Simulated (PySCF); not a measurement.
# C3H3F5O: magnetic properties

Programs: PySCF 2.14.0, with routines of our own; each step states its level. All values are computed. Atoms count from 0.

## 1. The system as given

12 atoms, charge 0, multiplicity 1; geometry from: GFN2-xTB.

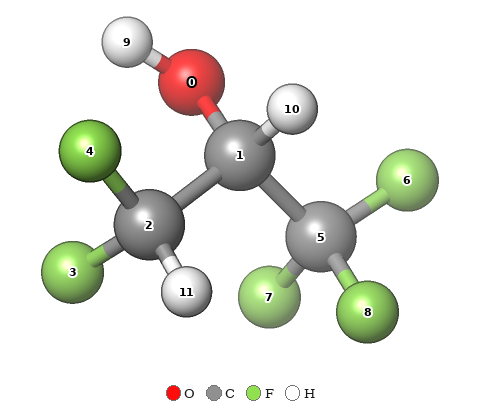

The starting geometry (oxygen red, carbon grey, fluorine green, hydrogen white).

## 2. Magnetic properties: GIAO PBE0/pcSseg-1

Job settings and geometry (Å):

```
{"job": {"kind": "mag", "xc": "PBE0", "basis": "pcSseg-1", "isotopologues": 0}, "charge": 0, "multiplicity": 1}
O      0.060422     1.565859    -0.510081
C      0.045254     0.420367     0.275340
C     -1.177669    -0.475998    -0.002716
F     -1.350841    -0.669099    -1.320622
F     -2.284188     0.173540     0.436546
C      1.342770    -0.351747    -0.009300
F      2.414943     0.343076     0.360399
F      1.489821    -0.681210    -1.285367
F      1.359566    -1.497180     0.698732
H     -0.817343     1.970814    -0.525537
H      0.043702     0.653145     1.355938
H     -1.125239    -1.452253     0.500639
```

Level: GIAO PBE0/pcSseg-1 magnetisability, rotational g tensor and spin-rotation constants, non-relativistic, gas phase.

On the command line:

```sh
OMP_NUM_THREADS=1 python excited_run.py task.json out
```

One launch serves the whole session: the jobs run in the order shown.

**Question.** How long does this first job take on 1 thread of Arm Neoverse N1, shared host, and how much memory does it need?

About 40 s, with a peak of 0.74 GiB.
